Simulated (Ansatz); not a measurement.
Electronic density of states of amorphous Sn₁₆Ta₈O₃₆, density 6.23 g/cm³, on a 2×2×2 Γ-centred mesh with a Gaussian width of 0.1 eV; energies count from the Fermi level, whose place inside the gap is arbitrary. Cell and mesh are small, so fine structure isn't converged. Level of theory: PBE, scalar-relativistic without spin-orbit coupling (plane waves to 420 eV, PAW; Ansatz, a program for electronic structure). Sampling: a 2×2×2 Γ-centred mesh; Fermi-Dirac width 0.02 eV; no spin polarisation.

The cell was made by melting and quenching with the CHGNet potential and then relaxed with DFT. O atoms were pushed apart under 1.9 Å during the dynamics, to hinder bonds among them. The hot cell started wider than the set density and was brought back towards it in steps. It is the lowest in DFT energy of 2 quenches. It is a model cell: composition and starting density were chosen by hand, and all elements were melted together. No dispersion term was used. Its density started from a set value of 6.90 and ended at 6.23 g/cm³. The quench (nominally 190 K/ps over its main leg) was far faster than any real one, so the model tends to hold more defects than a real film. Values belong to this one cell and scatter from quench to quench. The volume was free in the relaxation, at fixed shape. Stress components on the final sampling reach 1.4 GPa. On a 2×2×2 Γ-centred mesh force components of up to 0.19 eV/Å stay, since the relaxation ran on the zone centre alone. Cycles of charging lowered its energy after that relaxation.

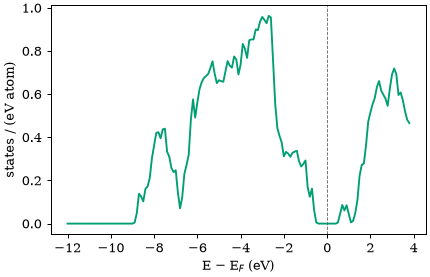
Figure: Density of states per atom

The gap on this mesh is 1.34 eV; the broadening fills part of it in the curve.
